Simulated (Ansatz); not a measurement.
```xyz
5

B     0.3668   -0.0153    0.0762
O     0.5773   -0.1170    1.4046
H    -0.2379   -0.2088    1.9144
H     1.3489    0.1021   -0.6172
H    -0.7576   -0.0423   -0.3813
```

All numbers below come from Ansatz 0.2.0, RKS r2SCAN/def2-SVP.

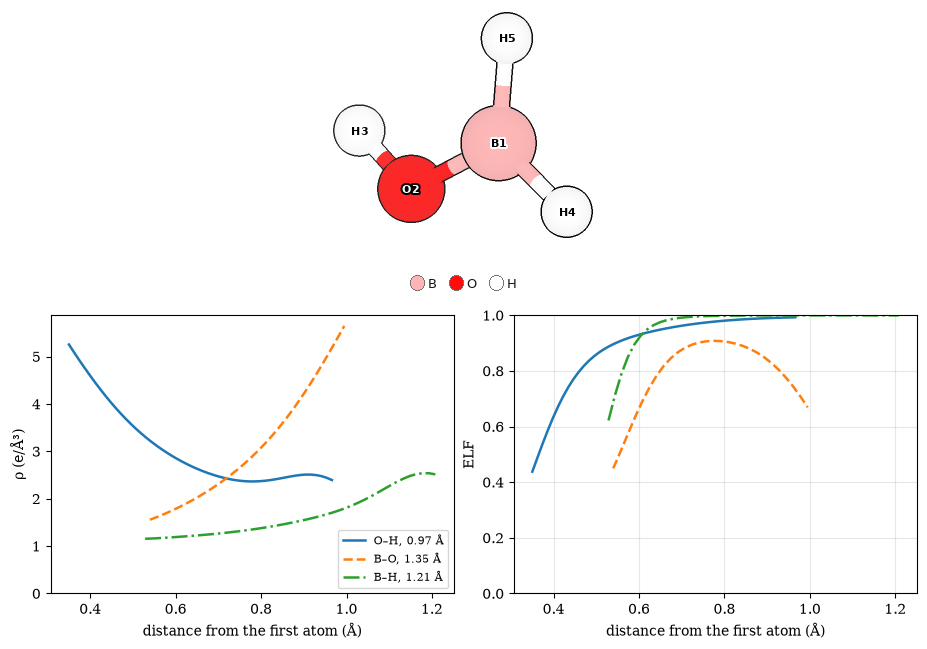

BH$_{3}$O. Total electron density and ELF along straight lines between neighbouring atoms. The curves leave out the atomic cores. The structure is drawn too.

> Compare the contacts.

O–H (0.97 Å): the density is about 3.7 e/Å³ at the midpoint; the ELF climbs to about 1 towards the hydrogen, as it does in any bond to H; a covalent bond by its length.
B–O (1.35 Å): the density is about 2.2 e/Å³ at the midpoint; the ELF peaks at about 0.90 between the atoms; a polar covalent bond.
B–H (1.21 Å): the density is about 1.2 e/Å³ at the midpoint; the ELF climbs to about 1 towards the hydrogen (an ordinary covalent bond to hydrogen).
